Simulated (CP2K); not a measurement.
# GeH2 (SMILES [H][Ge][H]) at AM1

What is the vertical electron affinity of GeH2 at AM1? The job is set up through an ASE script.

Program for the calculation: CP2K 2026.2.

1 further run of the same task is left out (set aside as unsound or not needed).

**1. The molecule**

GeH2 has 3 atoms, charge 0, and is taken as a singlet. SMILES: `[H][Ge][H]`. The shape comes from GFN2-xTB, which is rough for such elements, and wasn't checked as a minimum.

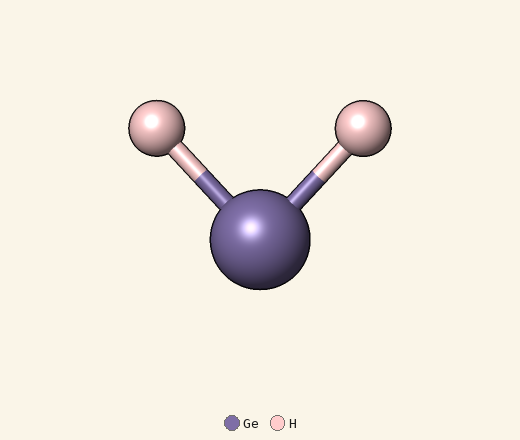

Viewed from a chosen angle; germanium purple, hydrogen pink.

**2. Energy and gradient at AM1**

File job.py:

```python
import numpy as np
from ase import Atoms
from ase.calculators.cp2k import CP2K

atoms = Atoms(['Ge', 'H', 'H'],
              positions=[(0.004590, -0.009050, -0.781020),
                         (1.098840, -0.017820, 0.398440),
                         (-1.103430, 0.026870, 0.382580)])
atoms.set_cell([14.2, 12.0, 13.2])
atoms.center()
template = """
&FORCE_EVAL
   METHOD Quickstep
   &DFT
      CHARGE 0
      MULTIPLICITY 1
      &QS
         METHOD AM1
         EPS_DEFAULT 1.0E-10
         &SE
            &COULOMB
               CUTOFF [angstrom] 50
               RC_RANGE [angstrom] 0
            &END COULOMB
            &EXCHANGE
               CUTOFF [angstrom] 50
               RC_RANGE [angstrom] 0
            &END EXCHANGE
         &END SE
      &END QS
      &POISSON
         PERIODIC NONE
         POISSON_SOLVER ANALYTIC
      &END POISSON
      &SCF
         SCF_GUESS ATOMIC
         EPS_SCF 1.0E-07
         MAX_SCF 100
         &DIAGONALIZATION
            ALGORITHM STANDARD
         &END DIAGONALIZATION
         &MIXING
            METHOD DIRECT_P_MIXING
            ALPHA 0.4
         &END MIXING
      &END SCF
      &PRINT
         &MOMENTS
            PERIODIC F
            REFERENCE COM
            MAX_MOMENT 1
         &END MOMENTS
         &MO ON
            ENERGIES T
            OCCUPATION_NUMBERS T
            NDIGITS 6
            &EACH
               QS_SCF 0
            &END EACH
            ADD_LAST NUMERIC
         &END MO
         &HIRSHFELD OFF
         &END HIRSHFELD
      &END PRINT
   &END DFT
   &SUBSYS
   &END SUBSYS
&END FORCE_EVAL
"""
calc = CP2K(command="cp2k.psmp -s", label="molecule", inp=template, basis_set=None, basis_set_file=None, potential_file=None, pseudo_potential=None, xc=None, cutoff=None, max_scf=None, charge=None, uks=False,
            force_eval_method=None, print_level="LOW", poisson_solver=None, stress_tensor=False)
atoms.calc = calc
print("E / eV:", round(atoms.get_potential_energy(), 6))
forces = atoms.get_forces()
print(np.array2string(forces, precision=5, suppress_small=True))
print("largest force / (eV/A): %.4f" % np.linalg.norm(forces, axis=1).max())
```

Launch:

```
$ OMP_NUM_THREADS=1 python job.py
```

The program printed:

```text
E / eV: -106.873813
[[ 0.00033  0.02444  2.13137]
 [-0.2667  -0.00689 -1.07445]
 [ 0.26637 -0.01755 -1.05693]]
largest force / (eV/A): 2.1315
```

molecule.out:

```text
CP2K| version string:                                       CP2K version 2026.2
 CP2K| Input file name                                              molecule.inp

[... 19 lines left out ...]
 *** WARNING in qs_kind_types.F:2264 :: Information provided in the input ***
[... 74 lines left out ...]
  *** SCF run converged in    17 steps ***
[... 9 lines left out ...]
  Heat of formation [kcal/mol]:                                69.81170217427928
[... 11 lines left out ...]
 SE_DIPOLE| Moment [a.u.]           0.00380263      -0.00670325      -0.57777861
[... 1 line left out ...]
 SE_DIPOLE| Derivative [a.u.]       0.00000000       0.00000000       0.00000000
[... 27 lines left out ...]
 -------------------------------------------------------------------------------
```

It took 0.7 s on 1 thread of Arm Neoverse V2, shared host.

**3. The doublet anion, same level**

File run.py:

```python
import numpy as np
from ase import Atoms
from ase.calculators.cp2k import CP2K

atoms = Atoms(['Ge', 'H', 'H'],
              positions=[(0.004590, -0.009050, -0.781020),
                         (1.098840, -0.017820, 0.398440),
                         (-1.103430, 0.026870, 0.382580)])
atoms.set_cell([14.2, 12.0, 13.2])
atoms.center()
template = """
&FORCE_EVAL
    METHOD Quickstep
    &DFT
        CHARGE -1
        MULTIPLICITY 2
        UNRESTRICTED_KOHN_SHAM T
        ! Quickstep
        &QS
            METHOD AM1
            EPS_DEFAULT 1.0E-10
            &SE
                &COULOMB
                    CUTOFF [angstrom] 50
                    RC_RANGE [angstrom] 0
                &END COULOMB
                &EXCHANGE
                    CUTOFF [angstrom] 50
                    RC_RANGE [angstrom] 0
                &END EXCHANGE
            &END SE
        &END QS
        &POISSON
            PERIODIC NONE
            POISSON_SOLVER ANALYTIC
        &END POISSON
        ! self-consistent field
        &SCF
            SCF_GUESS ATOMIC
            EPS_SCF 1.0E-07
            MAX_SCF 50
            &OT
                MINIMIZER DIIS
                PRECONDITIONER FULL_ALL
            &END OT
            &OUTER_SCF
                EPS_SCF 1.0E-07
                MAX_SCF 5
            &END OUTER_SCF
        &END SCF
        &PRINT
            &MOMENTS
                PERIODIC F
                REFERENCE COM
                MAX_MOMENT 1
            &END MOMENTS
            &MO_CUBES
                NLUMO 3
                NHOMO -1
                WRITE_CUBE F
            &END MO_CUBES
            &HIRSHFELD OFF
            &END HIRSHFELD
        &END PRINT
    &END DFT
    &SUBSYS
    &END SUBSYS
&END FORCE_EVAL
"""
calc = CP2K(command="cp2k.psmp -s", label="run", inp=template, basis_set=None, basis_set_file=None, potential_file=None, pseudo_potential=None, xc=None, cutoff=None, max_scf=None, charge=None, uks=False,
            force_eval_method=None, print_level="LOW", poisson_solver=None, stress_tensor=False)
atoms.calc = calc
e = atoms.get_potential_energy()
f = atoms.get_forces()
print(f"energy = {e:.6f} eV")
print("forces (eV/angstrom):")
for s, v in zip(atoms.get_chemical_symbols(), f):
    print(f"{s:2s} {v[0]:10.5f} {v[1]:10.5f} {v[2]:10.5f}")
```

Launch:

```
$ OMP_NUM_THREADS=1 python run.py
```

The program printed:

```text
energy = -109.432532 eV
forces (eV/angstrom):
Ge    0.00242    0.02190    1.91412
H    -0.19728   -0.00706   -0.96574
H     0.19486   -0.01485   -0.94837
```

run.out:

```text
CP2K| version string:                                       CP2K version 2026.2
 CP2K| Input file name                                                   run.inp

[... 19 lines left out ...]
 *** WARNING in qs_kind_types.F:2264 :: Information provided in the input ***
[... 94 lines left out ...]
  Heat of formation [kcal/mol]:                                10.80624742215258
[... 22 lines left out ...]
  *** SCF run converged in     8 steps ***
[... 11 lines left out ...]
  outer SCF iter =    2 RMS gradient =   0.44E-07 energy =         -4.0215717144
[... 3 lines left out ...]
 SE_DIPOLE| Moment [a.u.]           0.00214602      -0.00373957      -0.32225965
[... 3 lines left out ...]
 *** WARNING in qs_scf_post_se.F:140 :: Printing of MO cube files not ***
[... 28 lines left out ...]
 -------------------------------------------------------------------------------
```

Run time: 1.3 s. Hardware: 1 thread of Arm Neoverse V2, shared host.

**4. What came out**

Level: AM1.

| quantity | value |
| --- | --- |
| singlet GeH2: total energy | -3.92754 Eh |
| singlet GeH2: dipole moment | 1.47 D |
| singlet GeH2: HOMO energy | -8.10 eV |
| singlet GeH2: heat of formation | 69.8 kcal/mol |
| doublet anion: total energy | -4.02157 Eh |
| doublet anion: heat of formation | 10.8 kcal/mol |
| vertical electron affinity (to the doublet anion) | 2.559 eV |

At fixed nuclei the extra electron is bound by 2.56 eV (247 kJ/mol). A minimal valence basis can't be trusted even for the sign of an electron affinity.
